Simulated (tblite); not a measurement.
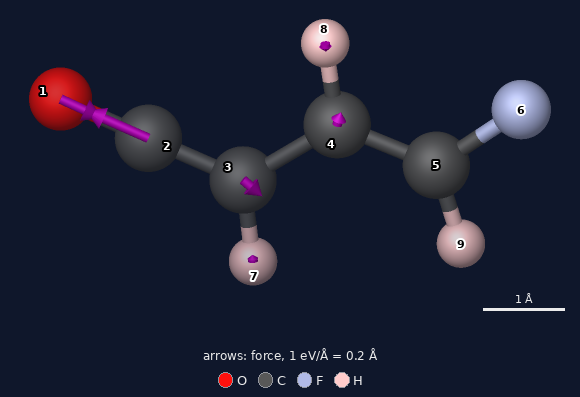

Starting geometry of C4H3FO with the computed forces as purple arrows. Style: ball-and-stick. Shown at a tilt.

Method: GFN2-xTB geometry optimisation, gas phase in tblite 0.8.0. 

> Is this structure relaxed? If not, where do the atoms go?

It isn't relaxed: the largest force vector, on C2, is 4.27 eV/Å. The final displacements have little in common with the starting forces (cosine between the two patterns 0.28). Over 23 geometry steps the energy falls by 0.079 eV. O1 moves most after the best rigid fit: 0.059 Å. Largest moves by element: O 0.059 Å, H 0.042 Å, C 0.032 Å, F 0.023 Å. Near-neighbour distances that change, for instance: O1–C2 1.192 → 1.160 Å, C2–C3 1.281 → 1.302 Å, C4–H8 1.100 → 1.080 Å, C3–H7 1.094 → 1.079 Å. The run took 0.06 s on 1 thread of Arm Neoverse V2 (shared host).
